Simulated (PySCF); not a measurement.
**SnPb (triplet): density, localisation and related maps**

```yaml
atoms:
  - { symbol: Sn, position_ang: [0.0000, 0.0000, -1.7951] }
  - { symbol: Pb, position_ang: [0.0000, 0.0000, 1.0349] }
```

Core potentials replace the inner electrons of Sn and Pb.

Theory: PBE0/aug-cc-pVDZ(-PP), non-relativistic Hamiltonian with scalar-relativistic core potentials where named, at a bond length of 2.830 Å in PySCF 2.14.0.

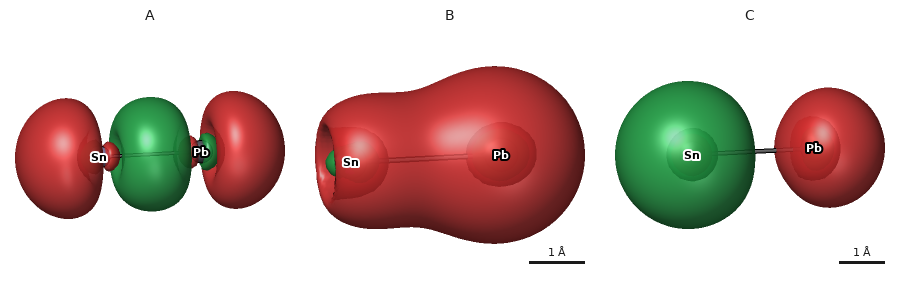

Figure 1. Three frontier β-spin orbitals, each drawn at the value that holds 80 % of its norm (green and red are the two phases), in no order; of a degenerate pair one member is drawn.

> Label each orbital by symmetry, say whether it is occupied, and order them by energy.

Orbital B: σ, occupied in this spin, −13.40 eV; mainly on Pb (75 %).
Orbital C: σ, occupied in this spin, −10.43 eV; mainly on Sn (70 %).
Orbital A: σ, occupied in this spin, −4.95 eV; shared between the atoms (Sn 50 %, Pb 50 %).

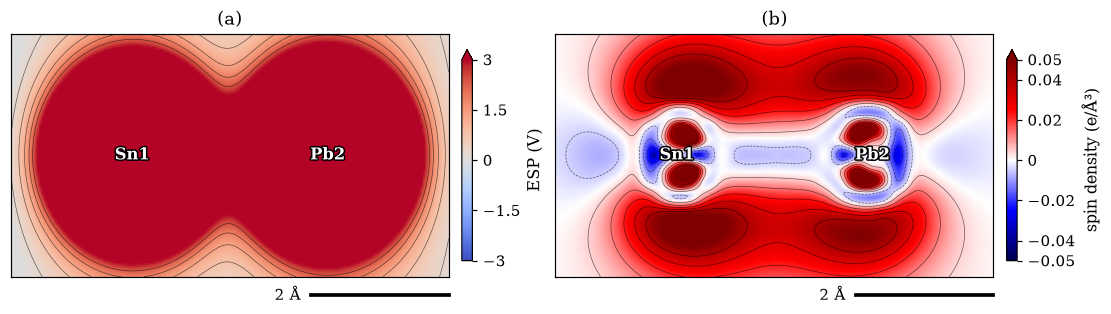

Figure 2. (a) molecular electrostatic potential; (b) spin density (α minus β) on a plane that holds the molecular axis.

> Describe what can be read from this map.

The section cuts through Sn and Pb sites. The unpaired spin (2 electrons) lies mostly on Sn1 (about 1.0) and Pb2 (about 1.0), in electrons by Hirshfeld's partition. The potential has no marked negative region in this plane.

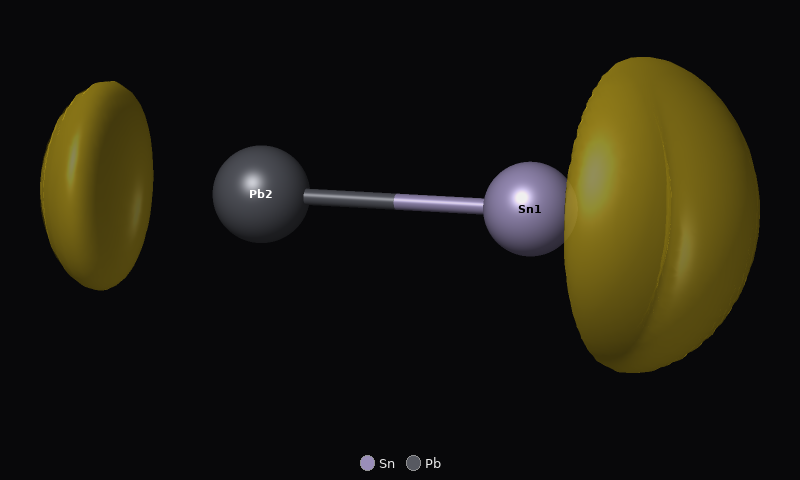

Figure 3. Isosurface of the electron localisation function at 0.75 (yellow), seen from one side. Only the valence region is drawn (cores and ρ < 0.01 e/Å³ removed).

> Where are the electrons localised?

At this value the surface marks out one lobe on Pb, pointing away from the bonds (non-bonding electrons) and one lobe on Sn, pointing away from the bonds (non-bonding electrons). Profiles from the grid: Sn–Pb (2.83 Å): the ELF reaches about 0.55 near the midpoint.
